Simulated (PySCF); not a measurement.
**One shape, several levels: CH4Si (SMILES C=[SiH2])**

Wanted: a comparison of 6 runs (B2PLYP/STO-3G, M06-2X/STO-3G, r2SCAN/STO-3G, CCSDT(Q)/STO-3G, CCSDT/STO-3G, NEVPT2(2,2)/STO-3G) of CH4Si. 

Program for the calculation: PySCF 2.14.0.

2 further runs of the same task are left out: 2 set aside as unsound or not needed.

## Step 1: Starting point

CH4Si: 6 atoms, total charge 0, spin state singlet. SMILES: `C=[SiH2]`. The Si2–H6 distance was set to 2.625 Å, away from the relaxed value. At this shape a bond of the SMILES string is far longer than usual.

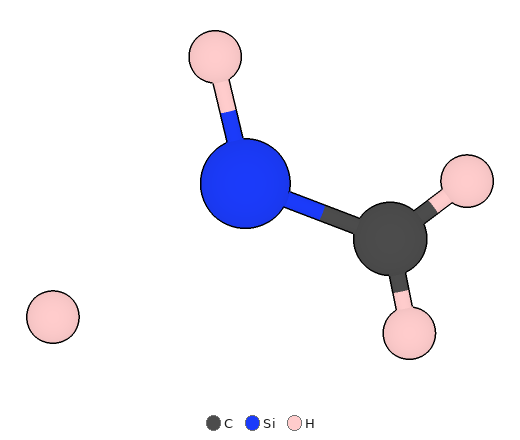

The structure, seen from a chosen angle (carbon dark grey, silicon blue, hydrogen pink).

## Step 2: A single-point energy at B2PLYP/STO-3G (run 1)

run.py

```python
from pyscf import gto, dft, mp

molecule = gto.M(
    atom='''
C   -1.486367  -1.053110   0.473745
Si  -0.136407  -0.054190   0.957105
H   -2.156187  -1.502560   1.186975
H   -1.710597  -1.264110  -0.557895
H    0.205303   0.260020   2.339595
H    1.545870   1.084200  -0.705300
''',
    verbose=3,
    spin=0,
    max_memory=1860,
    basis='sto-3g',
)

mf = dft.RKS(molecule)
mf.xc = '0.53*HF + 0.47*B88, 0.73*LYP'
mf.grids.level = 5
mf.conv_tol = 1e-10
mf.kernel()
if not mf.converged:
    mf = mf.newton().run(mf.mo_coeff, mf.mo_occ)

pt = mp.MP2(mf, frozen=6).run()
energy = mf.e_tot + 0.27 * pt.e_corr
print('PT2 part  %.8f' % (0.27 * pt.e_corr))
print('E = %.10f Eh' % energy)
```

Run with:

```
OMP_NUM_THREADS=1 python run.py
```

The program printed:

```text
converged SCF energy = -325.604897746315
E(RMP2) = -325.839406046519  E_corr = -0.23450830020436
E(SCS-RMP2) = -325.865250240129  E_corr = -0.260352493814159
PT2 part  -0.06331724
E = -325.6682149874 Eh
```

It took 3.3 s on 1 thread of Arm Neoverse V1, shared host; peak memory 0.19 GiB.

## Step 3: The energy at M06-2X/STO-3G (run 2)

geometry.xyz

```xyz
6
CH4Si
C     -1.486367    -1.053110     0.473745
Si    -0.136407    -0.054190     0.957105
H     -2.156187    -1.502560     1.186975
H     -1.710597    -1.264110    -0.557895
H      0.205303     0.260020     2.339595
H      1.545870     1.084200    -0.705300
```

input.py

```python
from pyscf import gto, dft

mol = gto.M(
    atom='geometry.xyz',
    basis='sto-3g',
    max_memory=1860,
    verbose=3,
)

myscf = dft.RKS(mol)
myscf.xc = 'm06-2x'
myscf.grids.level = 5
myscf.conv_tol = 1e-10
myscf.kernel()
if not myscf.converged:
    myscf = myscf.newton().run(myscf.mo_coeff, myscf.mo_occ)

energy = myscf.e_tot
print('E = %.10f Eh' % energy)
```

Run with:

```
OMP_NUM_THREADS=1 python input.py
```

The program printed:

```text
converged SCF energy = -325.873439079935
E = -325.8734390799 Eh
```

Wall time 4.2 s (1 thread of Arm Neoverse V1, shared host); peak memory 0.2 GiB.

Runs 3 to 5 aren't shown in full; the table further down has their settings and results.

## Step 4: The energy at NEVPT2(2,2)/STO-3G (run 6)

job.py

```python
import numpy
from pyscf import gto, scf, mp, mcscf, mrpt

molecule = gto.M(
    atom=[
    ('C', (-1.486367, -1.053110, 0.473745)),
    ('Si', (-0.136407, -0.054190, 0.957105)),
    ('H', (-2.156187, -1.502560, 1.186975)),
    ('H', (-1.710597, -1.264110, -0.557895)),
    ('H', (0.205303, 0.260020, 2.339595)),
    ('H', (1.545870, 1.084200, -0.705300)),
],
    spin=0,
    max_memory=1860,
    basis='sto-3g',
    verbose=4,
)

hf = scf.RHF(molecule)
hf.conv_tol = 1e-10
hf.kernel()
if not hf.converged:
    hf = hf.newton().run(hf.mo_coeff, hf.mo_occ)

pt = mp.MP2(scf.addons.convert_to_uhf(hf)).run()
noons, natorbs = mcscf.addons.make_natural_orbitals(pt)
print('natural occupations', numpy.round(noons[:40], 4))
cas = mcscf.CASSCF(hf, 2, 2)
cas.fix_spin_(ss=0.0)
cas.natorb = True
cas.kernel(natorbs)
e_pt2 = mrpt.NEVPT(cas).kernel()
e_final = cas.e_tot + e_pt2
print('E = %.10f Eh' % e_final)
```

Run with:

```
OMP_NUM_THREADS=1 python job.py
```

The program printed:

```text
PySCF version 2.14.0

[... 58 lines left out ...]
converged SCF energy = -324.973469499518
[... 53 lines left out ...]
1-step CASSCF converged in   3 macro ( 18 JK   6 micro) steps
[... 11 lines left out ...]
CASSCF energy = -325.075808092889
[... 23 lines left out ...]
Nevpt2 Energy = -0.115518913571739
E = -325.1913270065 Eh
```

Run time: 1 s. Hardware: 1 thread of Arm Neoverse V1, shared host; peak memory 0.12 GiB.

## Step 5: All runs side by side

```tsv
run	level	frozen core orbitals	integration grid	energy (Eh)	dipole moment (D) of the reference	HOMO energy (eV)	LUMO energy (eV)	wall time
1	B2PLYP/STO-3G	6	5	-325.668215	0.89	-4.39	1.28	3.3 s
2	M06-2X/STO-3G	–	5	-325.873439	0.81	-4.63	0.93	4.2 s
3	r2SCAN/STO-3G	–	5	-325.849407	0.83	-2.77	-0.74	5.4 s
4	CCSDT(Q)/STO-3G	6	–	-325.227605	1.05	-5.73	3.48	1.5 s
5	CCSDT/STO-3G	6	–	-325.227970	1.05	-5.73	3.48	1.3 s
6	NEVPT2(2,2)/STO-3G	–	–	-325.191327	1.05	-5.73	3.48	1 s
```

## Step 6: Summary of results

| quantity | value |
| --- | --- |
| run 6: total energy | -325.19133 Eh |
| run 6: dipole moment (Hartree–Fock density) | 1.05 D |
| run 6: HOMO energy (Hartree–Fock orbitals) | -5.73 eV |
| run 6: LUMO energy (Hartree–Fock orbitals) | 3.48 eV |
| run 6: HOMO–LUMO gap (Hartree–Fock orbitals) | 9.21 eV |

What this shows: Over runs 1, 2, 3 the dipole moment (its size) runs from 0.81 D (M06-2X/STO-3G) to 0.89 D (B2PLYP/STO-3G). A double hybrid's value is that of its SCF part. Over runs 1, 2, 3 the HOMO–LUMO gap runs from 2.04 eV (r2SCAN/STO-3G) to 5.67 eV (B2PLYP/STO-3G). Totals of different functionals can't be ranked against each other. In runs 1, 2, 3, 4, 5, 6 the basis is minimal, so the values are rough. In runs 1, 2, 3 a closed-shell determinant meets a far-stretched bond, which it describes badly. All runs together took 17 s, the longest 5.4 s.
